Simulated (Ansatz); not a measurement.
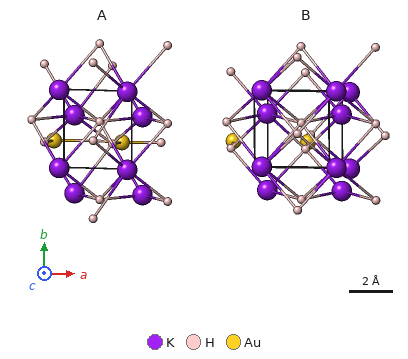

Two geometries of a crystal of K$_{2}$H$_{3}$Au (built on the Er2CuSi3-44 type type), drawn at one scale. One is the start of a relaxation, the other its converged end. The picture is a ball-and-stick view of the cell of the calculation, reduced to other axes, seen along the c axis. Lengths and directions refer to the drawn axes.

Method: Ansatz 0.2.0, DFT, PBEsol, plane waves, PAW. Settings: plane-wave cutoff 420 eV; k-point mesh 8 × 8 × 8; occupations fermi dirac; smearing width 0.05 eV; no spin polarisation; cell and atoms relaxed; force threshold 0.01 eV/Å; at most 120 steps.

### Which of the two is the end point?

Structure B is the relaxed one. Case: shaken. The energy falls by 164 meV per atom in 14 accepted moves (16 points after the start). The largest force component goes from 1.3 to 0.0052 eV/Å. The pressure goes from 1.53 to −0.01 GPa. At 2 points the geometry stayed and the basis and grid were re-selected for the new cell (energy shift of 1.1 meV per atom at most each time). The largest move relative to the cell is that of the Au atom, 0.94 Å in a general direction near −a. Largest moves by element: Au 0.94 Å, H 0.93 Å, K 0.68 Å. Cell: a 3.250 → 3.530 Å (+8.6 %), b 3.764 → 3.695 Å (−1.8 %), c 8.947 → 8.719 Å (−2.6 %), α 78.2° → 77.8°, β 81.2° → 90.0°, γ 89.8° → 90.0°. Volume +5.0 %. Some distances before and after: Au–H 1.888 → 3.892 Å, H–K 3.472 → 2.774 Å, H–K 3.398 → 2.774 Å, H–K 2.521 → 2.920 Å. New bonds form, among them: H–K (3.40 → 2.77 Å), H–K (3.47 → 2.77 Å). Bonds break, among them: Au–H (1.89 → 3.89 Å). Among the angles between lasting bonds that change: H–Au–H 108.5° → 180.0°, K–H–Au 125.8° → 105.8°, K–H–K 127.0° → 139.6°. The space group (tolerance 0.01 Å) goes from P1 (No. 1) to Amm2 (No. 38).
